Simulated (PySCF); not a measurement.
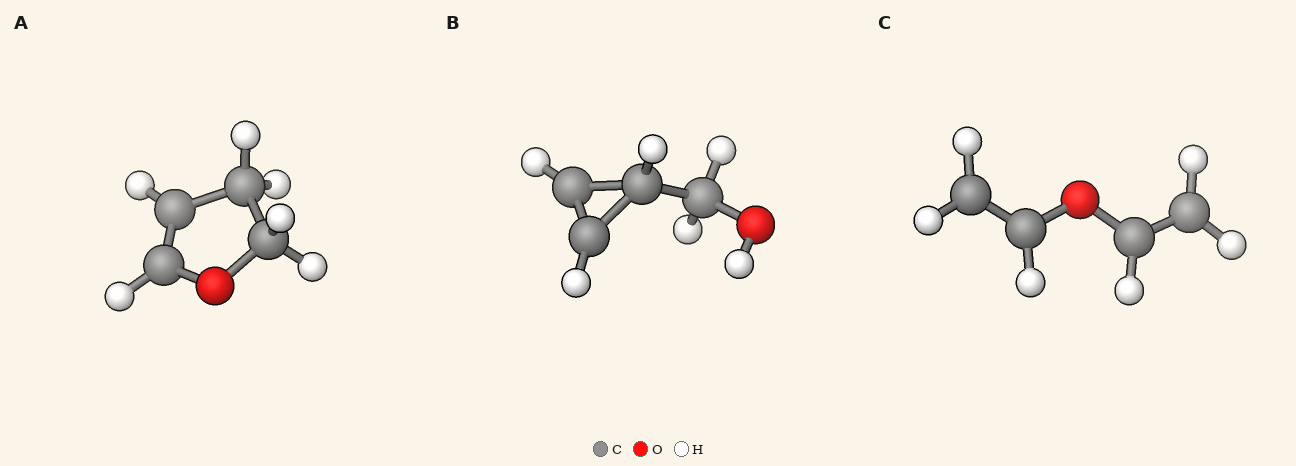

3 stationary structures of one formula. Geometries: PBE0-D3(BJ)/def2-SVP. Electronic energies: PBE0-D3(BJ)/def2-SVP (PySCF 2.14.0), without zero-point energy. No frequency run is at hand to confirm each as a minimum. Each is one conformer, not always the lowest.

### Are they conformers, stereoisomers or constitutional isomers?

They are constitutional isomers of C4H6O: A `C1=COCC1`, B `OCC1C=C1`, C `C=COC=C`.

### Which structure is the most stable?

A is lowest; C lies 0.890 eV above it, B lies 2.012 eV above it.
